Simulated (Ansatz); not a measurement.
# BF$_{2}$GeN (SMILES FB=[N+]=[Ge-][F]): what the fields show

The calculation's input:

```
crystal:
  periodic: [false, false, false]
  atoms:
    - symbol: B
      position_ang: [2.851249, 0.106940, 0.716476]
    - symbol: F
      position_ang: [-0.201958, -1.184351, 2.609523]
    - symbol: F
      position_ang: [4.056259, 0.545306, 0.583460]
    - symbol: Ge
      position_ang: [-0.056691, -0.930839, 0.864368]
    - symbol: "N"
      position_ang: [1.668019, -0.322430, 0.837844]
basis:
  gaussian:
    orbitals: def2-TZVPD
hamiltonian:
  xc: {name: PBE0}
output: {forces: true, orbitals: {seedname: orbitals}}
```

Run with:

```sh
ansatz run input.yaml --threads 1 --pin off --max-ram 2610MiB --events-out events.jsonl --progress --plain --runs-dir runs
```

Geometry: B3LYP-D3(BJ)/def2-SVP.

These are results of isolated molecule in a Gaussian basis; Kohn-Sham density functional theory, functional PBE0 in Ansatz, not measurements.

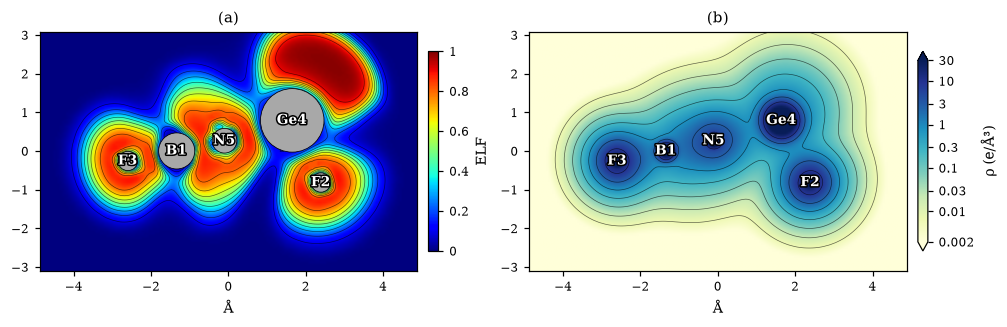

Figure 1. (a) electron localisation function; (b) total electron density on the molecular plane. Grey discs cover the atomic cores in the ELF map.

**Interpret the plot.**

- Atoms in the plane: B, F, Ge and N.
- B–N (1.26 Å): the density is about 2.4 e/Å³ at the midpoint; the ELF peaks at about 0.85 between the atoms; a short, strongly polar bond.
- B–F (1.29 Å): the density is about 2.4 e/Å³ at the midpoint; the ELF peaks at about 0.85 between the atoms, as expected for a short, strongly polar bond.
- Ge–F (1.77 Å): ρ at the midpoint is about 0.91 e/Å³; the ELF peaks at about 0.80 in the valence shell of F, 0.6 Å from its nucleus, and is about 0.25 at the midpoint.
- Ge–N (1.83 Å): ρ at the midpoint is about 0.93 e/Å³; the ELF peaks at about 0.90 in the valence shell of N, 0.6 Å from its nucleus, and is about 0.35 at the midpoint.
- The ELF also peaks beside F2 and F3, away from the bonds: lone-pair regions.

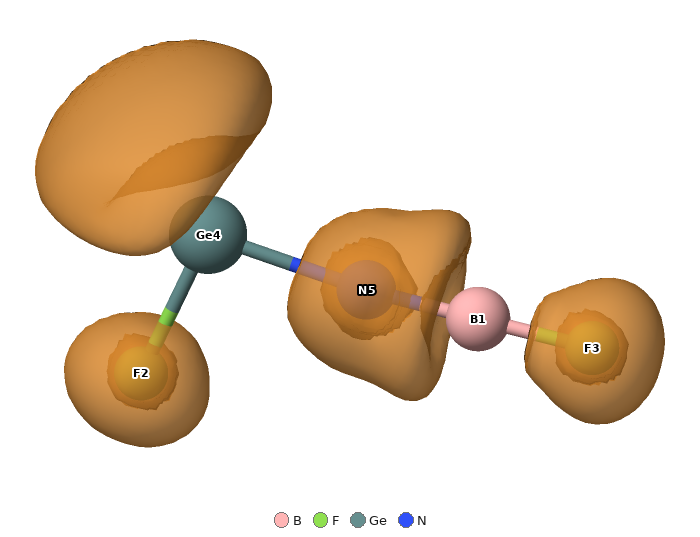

Figure 2. Isosurface of the ELF at 0.75 (orange), seen at an oblique angle. Only the valence region is drawn (cores and ρ < 0.01 e/Å³ removed).

**Identify the bonds, lone pairs and shells in this picture.**

The surface consists of one region on F in which the atom's valence shell and bonds are merged, one region on N in which the atom's valence shell and bonds are merged, one lobe on Ge, pointing away from the bonds (lone pairs) and one region wrapped around F (its valence shell).

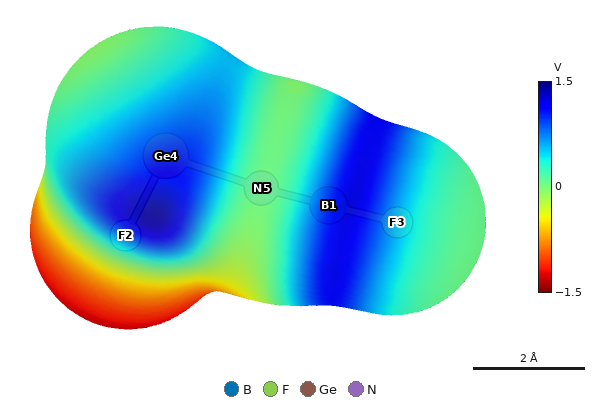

Figure 3. The molecular electrostatic potential painted on the density surface at 0.001 e/bohr³, seen at a tilt; the colour scale runs from red (negative) to blue (positive).

**Where is the surface potential most negative and most positive?**

The most negative region (about −1.4 V) lies over F2, the most positive (about +1.3 V) over Ge4.

**How polar is the molecule by this calculation?**

Its dipole moment is 2.40 D.

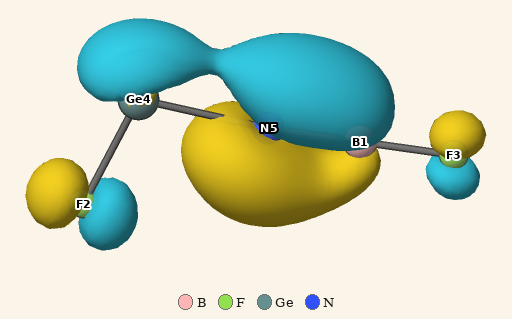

Figure 4. The HOMO−1 at ±0.15 Å⁻³ᐟ² (yellow and cyan are the two phases), seen at a tilt.

**Describe this orbital and give its energy.**

It lies mainly on N5 (about 55 %), Ge4 (about 20 %), B1 (about 15 %) and F2 (about 10 %); it is symmetric in the molecular plane (an in-plane orbital: σ, lone-pair or in-plane π type). Its energy is −8.95 eV.
